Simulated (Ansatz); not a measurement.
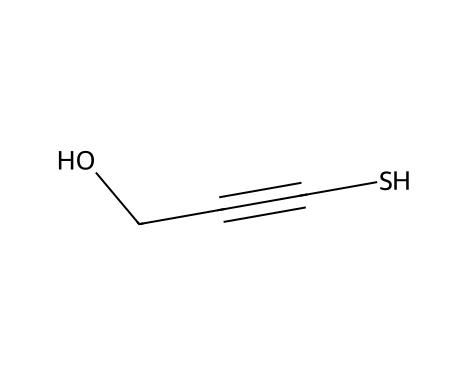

Skeletal drawing of a molecule.

> Give its SMILES.

OCC#CS

> What is the molecular formula?

C3H4OS.

> An optimisation with PBE0-D4/def2-TZVP gave a structure of which point group?

C1.

More results for the same structure follow; atom numbers are the same in all pictures, views and colours differ. The computed structure is the end point of a PBE0-D4/def2-TZVP optimisation.

**Electronic properties**

Properties computed with RKS ωB97M-V/def2-SVP (Ansatz 0.2.0).

What does the calculation give?

- HOMO energy (Kohn–Sham orbital): −8.89 eV
- LUMO energy (Kohn–Sham orbital): 2.19 eV
- HOMO–LUMO gap: 11.08 eV

**Vibrations**

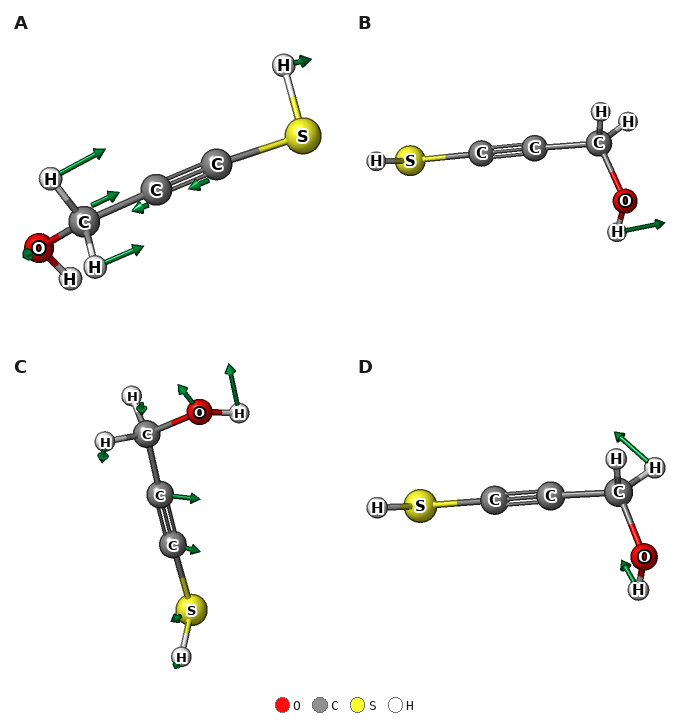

4 normal modes of one molecule or complex, as arrows. Harmonic vibrations computed with RKS PBE0-D4/def2-TZVP (Ansatz 0.2.0) at a stationary point of the same level.

> Match the panels to the wavenumbers 109 cm⁻¹, 279 cm⁻¹, 1123 cm⁻¹, 1344 cm⁻¹.

A: 1123 cm⁻¹
B: 279 cm⁻¹
C: 109 cm⁻¹
D: 1344 cm⁻¹, angle bending

**Charges**

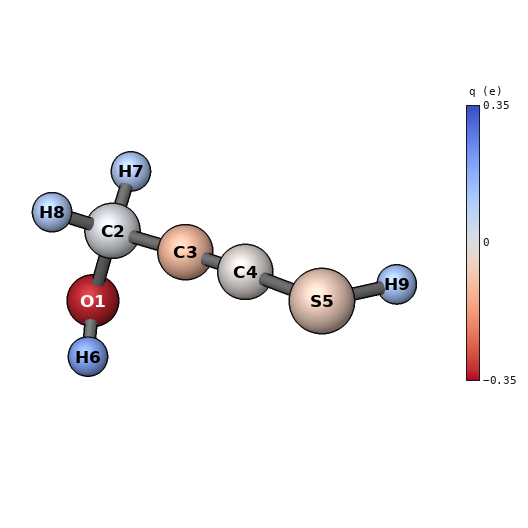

Atoms are coloured by their Mulliken charges. Method: RKS B3LYP-D4/def2-TZVPP (Ansatz 0.2.0).

Give the Mulliken charges atom by atom.

| atom | value (e) |
| --- | --- |
| O1 | −0.33 |
| C2 | 0.01 |
| C3 | −0.10 |
| C4 | −0.01 |
| S5 | −0.06 |
| H6 | 0.19 |
| H7 | 0.09 |
| H8 | 0.10 |
| H9 | 0.11 |

**Dipole moment**

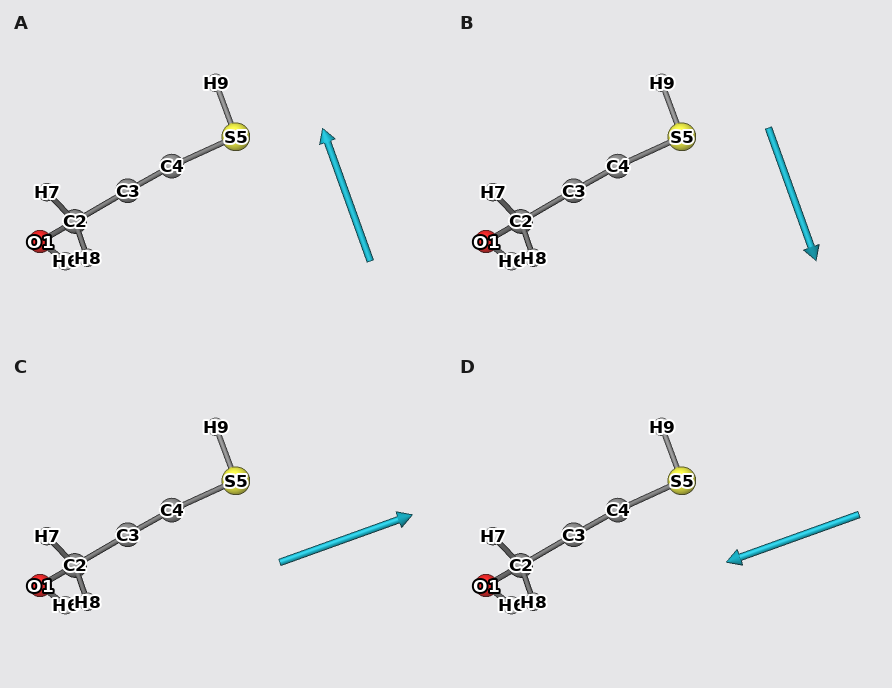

The same molecule four times, each with an arrow. Properties computed with RKS PBE0-D4/def2-TZVP (Ansatz 0.2.0).

> Which arrow points along the dipole moment, from the negative to the positive end?

C. The dipole moment is 0.90 D; it points from the side of O1 to the side of S5, H9 (the outermost atoms at the two ends).

Mulliken values depend strongly on the basis set and can even reverse the polarity of a bond.
